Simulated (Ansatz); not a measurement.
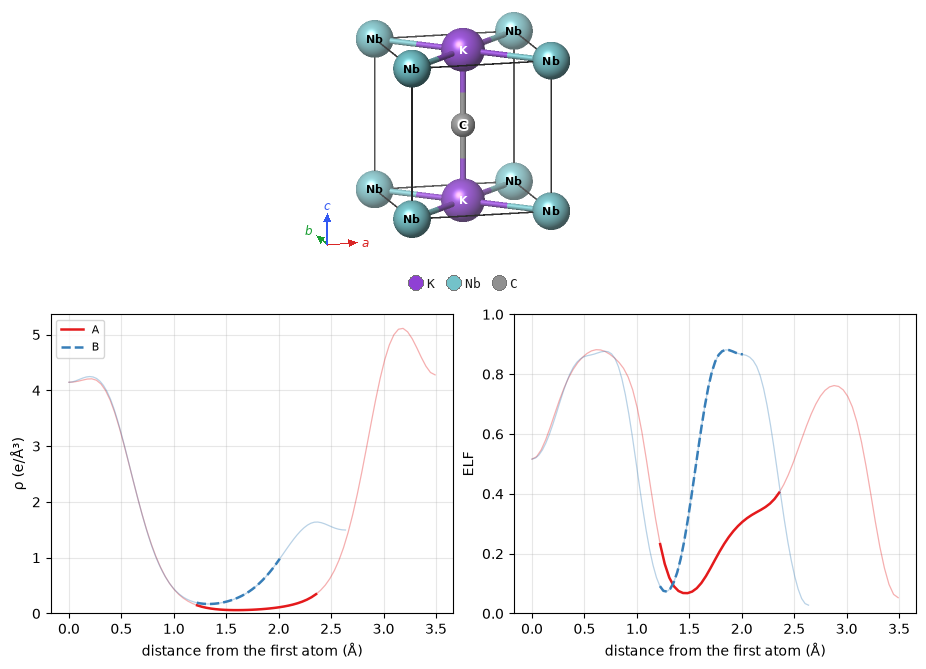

The picture shows: KNbC. Valence electron density and ELF along straight lines between neighbouring atoms. Thin, pale parts lie inside the atomic spheres. The structure is drawn too.

Space group P4/mmm; a structure generated by program, which may or may not match a known phase; spin-polarised.

All numbers below come from Ansatz 0.2.0, DFT PBE, scalar-relativistic, plane waves, PAW.

In a PAW calculation such maps are meaningful between the atoms, not at the nuclei.

```
K Nb C
1.0
     4.93742    0.00000    0.00000
     0.00000    4.93742    0.00000
     0.00000    0.00000    5.27387
K Nb C
1 1 1
Direct
  0.50000 0.50000 0.00000
  0.00000 0.00000 0.00000
  0.50000 0.50000 0.50000
```

Which curve belongs to which contact (K–C and K–Nb)? The first atom named is at distance zero.

Curve A: K–Nb (3.49 Å): the density is about 0.07 e/Å³ at the midpoint; the ELF is about 0.20 at the midpoint (no shared electron pair shows on this line). Curve B: K–C (2.64 Å): the density is about 0.17 e/Å³ at the midpoint; the ELF peaks at about 0.90 in the valence shell of C, 0.8 Å from its nucleus, and drops to about 0.05 between the two atoms (no shared electron pair shows on this line).
